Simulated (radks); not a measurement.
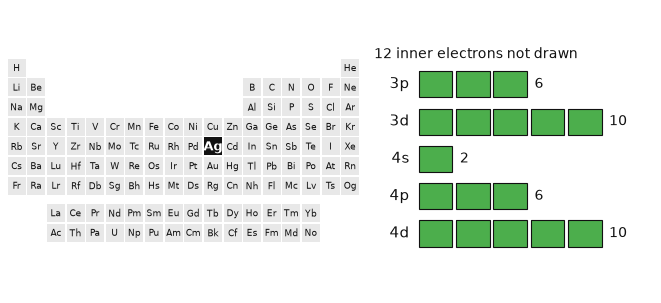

Left, the place of silver in the periodic table; right, the outer shells as the input fills them: a box for each of the 2l + 1 orbitals, shaded by the share of the shell that is filled, with the electron count at the right.

Ag⁺: atomic calculation

System: Ag⁺ (Z = 47, 46 electrons) in the configuration [Kr] 4d10.
Method: non-relativistic Kohn-Sham, PBE, spin-polarised, spherical densities, point nucleus (the in-house radial solver radks).

## Outcome

- outcome: converged
- total energy: −5199.3109 hartree
- kinetic energy: 5197.1208 hartree
- electron–nucleus energy: −12369.4006 hartree
- Hartree energy: 2118.5955 hartree
- exchange–correlation energy: −145.626636 hartree
- radius at density 0.001 e/bohr³: 3.56 bohr
- SCF iterations: 15
- hardware: 1 thread of Arm Neoverse V2, 23 GiB of memory available, shared host

## What is odd here

A numerical setting was moved from its usual value: mesh step h = 0.02. The program ran to the end, and its total energy equals that of the same run with the usual input (−5199.31085 hartree) within 10⁻⁵ hartree, so the oddity leaves no trace in it. Relativity is left out, which matters for an atom this heavy.

## Input file
```
Z 47
configuration [Kr] 4d10
relativity non-relativistic
functional pbe,pbe
spin polarised
nucleus point
mesh_step 0.02
max_iterations 88
```

Energies in input and log are in hartree, lengths in bohr.

Launched within a batch (the task file carries these settings):
```bash
python <driver script> task.json out
```

## Output
```
1s      1   1.0000        -901.69461415
2s      1   1.0000        -130.26721157
2p      1   3.0000        -121.23984687
3s      1   1.0000         -24.00486428
3p      1   3.0000         -20.36707746
3d      1   5.0000         -13.64384502
4s      1   1.0000          -3.51840711
4p      1   3.0000          -2.37809165
4d      1   5.0000          -0.58331005
1s      2   1.0000        -901.69461415
2s      2   1.0000        -130.26721157
2p      2   3.0000        -121.23984687
3s      2   1.0000         -24.00486428
3p      2   3.0000         -20.36707746
3d      2   5.0000         -13.64384502
4s      2   1.0000          -3.51840711
4p      2   3.0000          -2.37809165
4d      2   5.0000          -0.58331005
Etot -5199.310851228498
Ekin 5197.12082074988
Encl -12369.400576266555
Eh 2118.5955400620824
Exc -145.6266357739056
err 6.373949607405979e-09
it 15
```

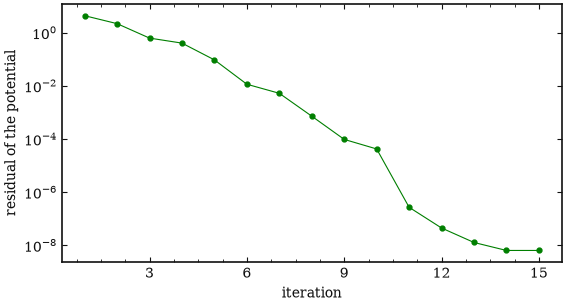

Convergence: residual of the potential against the iteration. The residual falls almost steadily, with no more than small rises or pauses. It goes from 4.3 to 6.4×10⁻⁹ in 15 steps.
